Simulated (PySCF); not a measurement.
Run report: BF₃, single-point calculation

The run: single-point calculation of BF₃. Method and program: M06-L/aug-cc-pVDZ, RKS (PySCF 2.14.0).

The geometry comes from this level: PBE0-D4/def2-TZVP.

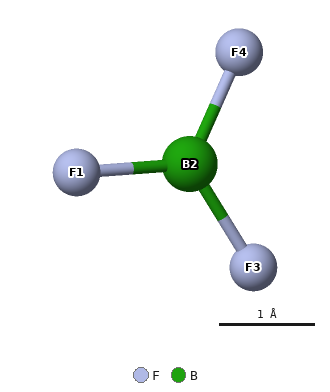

**Figure 1.** The structure (ball-and-stick view, seen at a tilt; atoms are numbered from 1 in the order of the input).

### The input (run.py)
```python
# FB(F)F
from pyscf import gto, dft

mol = gto.Mole()
mol.atom = [
    ('F', (0.543870, 0.210740, 1.174280)),
    ('B', (0.000020, -0.000000, 0.000010)),
    ('F', (-0.265170, -1.223510, -0.389620)),
    ('F', (-0.278730, 1.012770, -0.784660)),
]
mol.verbose = 4
mol.spin = 0
mol.basis = 'aug-cc-pvdz'
mol.max_memory = 1860
mol.charge = 0
mol.build()

myscf = dft.RKS(mol, xc='m06-l')
myscf.conv_tol = 1e-10
myscf.grids.level = 5
myscf.kernel()
if not myscf.converged:
    myscf = myscf.newton().run(myscf.mo_coeff, myscf.mo_occ)

e_tot = myscf.e_tot
print('E(%s) = %.9f' % ('M06-L', e_tot))
```

Hardware: 1 thread of Arm Neoverse V2, 24 GiB of memory available, shared host.

Launched with:
```bash
OMP_NUM_THREADS=1 python run.py
```

### The program's output
```
PySCF version 2.14.0

[INPUT] num. atoms = 4
[INPUT] num. electrons = 32
[INPUT] charge = 0
[INPUT] spin (= nelec alpha-beta = 2S) = 0
[INPUT] symmetry False subgroup None
[INPUT] Mole.unit = angstrom
[INPUT] Symbol           X                Y                Z      unit          X                Y                Z       unit  Magmom
[INPUT]  1 F      0.543870000000   0.210740000000   1.174280000000 AA    1.027765347367   0.398240883491   2.219067593554 Bohr   0.0
[INPUT]  2 B      0.000020000000   0.000000000000   0.000010000000 AA    0.000037794522   0.000000000000   0.000018897261 Bohr   0.0
[INPUT]  3 F     -0.265170000000  -1.223510000000  -0.389620000000 AA   -0.501098676451  -2.312098810667  -0.736275092653 Bohr   0.0
[INPUT]  4 F     -0.278730000000   1.012770000000  -0.784660000000 AA   -0.526723362700   1.913857927176  -1.482792500901 Bohr   0.0

nuclear repulsion = 111.109146323266
number of shells = 32
number of NR pGTOs = 140
number of NR cGTOs = 92
basis = aug-cc-pvdz
ecp = {}

******** <class 'pyscf.dft.rks.RKS'> ********
method = RKS
initial guess = minao
damping factor = 0
level_shift factor = 0
DIIS = <class 'pyscf.scf.diis.CDIIS'>
diis_start_cycle = 1
diis_space = 8
diis_damp = 0
SCF conv_tol = 1e-10
SCF conv_tol_grad = None
SCF max_cycles = 50
direct_scf = True
direct_scf_tol = 1e-13
XC library pyscf.dft.libxc version 7.0.0
    S. Lehtola, C. Steigemann, M. J.T. Oliveira, and M. A.L. Marques.,  SoftwareX 7, 1–5 (2018)
XC functionals = m06-l
    Y. Zhao and D. G. Truhlar.,  Theor. Chem. Acc. 120, 215 (2008)
radial grids:
    Treutler-Ahlrichs [JCP 102, 346 (1995); DOI:10.1063/1.469408] (M4) radial grids

becke partition: Becke, JCP 88, 2547 (1988); DOI:10.1063/1.454033
pruning grids: <function nwchem_prune>
grids dens level: 5
symmetrized grids: False
atomic radii adjust function: <function treutler_atomic_radii_adjust>
small_rho_cutoff = 0
Set gradient conv threshold to 1e-05
Initial guess from minao.
tot grids = 174792
init E= -324.937209718751
  HOMO = -0.470278518424927  LUMO = -0.0225635718455859  gap/eV = 12.18294
cycle= 1 E= -324.470064714035  delta_E= 0.467  |g|= 0.722  |ddm|= 2.38
  HOMO = -0.296778970022021  LUMO = -0.0167812265395906  gap/eV = 7.61913
cycle= 2 E= -324.351730439007  delta_E= 0.118  |g|= 1.12  |ddm|= 0.98
  HOMO = -0.390284209309926  LUMO = -0.0133370467271181  gap/eV = 10.25725
cycle= 3 E= -324.550505780966  delta_E= -0.199  |g|= 0.0253  |ddm|= 0.656
  HOMO = -0.38660310540281  LUMO = -0.015905538666523  gap/eV = 10.08719
cycle= 4 E= -324.550615682126  delta_E= -0.00011  |g|= 0.00126  |ddm|= 0.0261
  HOMO = -0.386687419816983  LUMO = -0.0158575845450812  gap/eV = 10.09079
cycle= 5 E= -324.550615961973  delta_E= -2.8e-07  |g|= 0.000135  |ddm|= 0.00153
  HOMO = -0.38669060430436  LUMO = -0.0158633629015039  gap/eV = 10.09072
cycle= 6 E= -324.550615964928  delta_E= -2.95e-09  |g|= 2.54e-05  |ddm|= 0.000161
  HOMO = -0.386689559460986  LUMO = -0.0158639147519031  gap/eV = 10.09068
cycle= 7 E= -324.55061596496  delta_E= -3.16e-11  |g|= 2.19e-05  |ddm|= 2.98e-05
  HOMO = -0.386689269852019  LUMO = -0.0158641193401312  gap/eV = 10.09067
cycle= 8 E= -324.550615965036  delta_E= -7.61e-11  |g|= 5.6e-07  |ddm|= 1.37e-05
  HOMO = -0.38668954251342  LUMO = -0.0158640580379306  gap/eV = 10.09068
Extra cycle  E= -324.550615965035  delta_E= 2.27e-13  |g|= 7.03e-07  |ddm|= 1.54e-06
converged SCF energy = -324.550615965035
E(M06-L) = -324.550615965
```

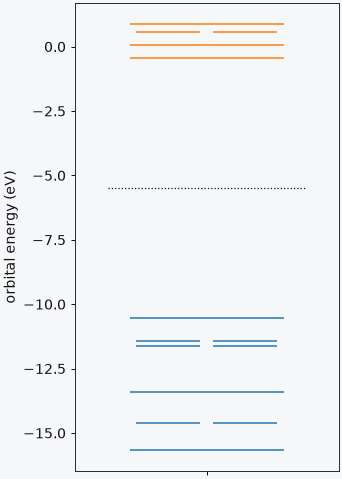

**Figure 2.** Orbital energies near the frontier; the dotted line parts filled from empty levels, and levels within 0.02 eV of each other stand side by side. Highest filled −10.52 eV, lowest empty −0.43 eV, 10.09 eV apart.

### Key numbers

- outcome: converged
- total energy: −324.550616 hartree
- basis functions: 92
- HOMO: −10.52 eV
- LUMO: −0.43 eV
- dipole moment: 0.00 D
- wall time: 18 s
- peak memory: 0.5 GiB
